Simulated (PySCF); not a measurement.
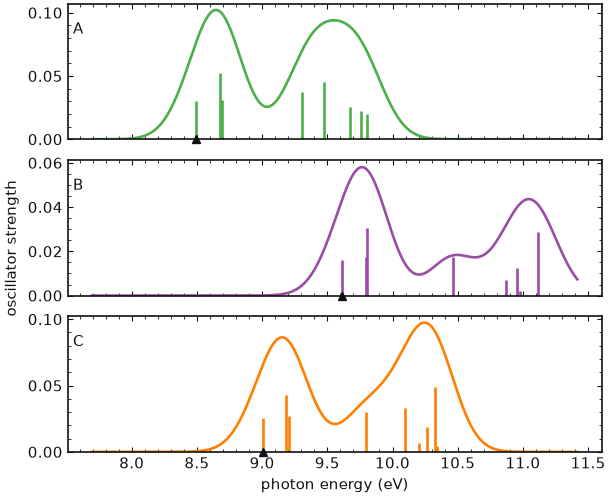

Vertical TDDFT spectra of C₆H₁₄ (2,2-dimethylbutane), SMILES CCC(C)(C)C at one geometry and several levels (PySCF 2.14.0, at a PBE0-D3(BJ)/def2-SVP geometry (no frequency check)); sticks with Gaussians of 1/e half-width 0.25 eV, the triangle marks S1, which has the same leading orbital pair at all these levels. Only the lowest states were computed, so the high end is incomplete. States within 0.01 eV of each other are merged, with their strengths summed. The highest state may be half of a pair whose partner wasn't computed.

> The levels are PBE0/6-31G(d), PBE0/def2-SVP and PBE0/def2-TZVP. Which panel is which?

A: PBE0/def2-TZVP (S1 at 8.49 eV); B: PBE0/6-31G(d) (S1 at 9.61 eV); C: PBE0/def2-SVP (S1 at 9.01 eV).

Caveats, for all or some of the runs: 6-31G(d) has no diffuse functions, so states with Rydberg character are missing or too high; core orbitals are frozen in the response; def2-SVP has no diffuse functions, so states with Rydberg character are missing or too high; def2-TZVP has no diffuse functions, so states with Rydberg character are missing or too high; states above the negative HOMO energy depend on the basis.
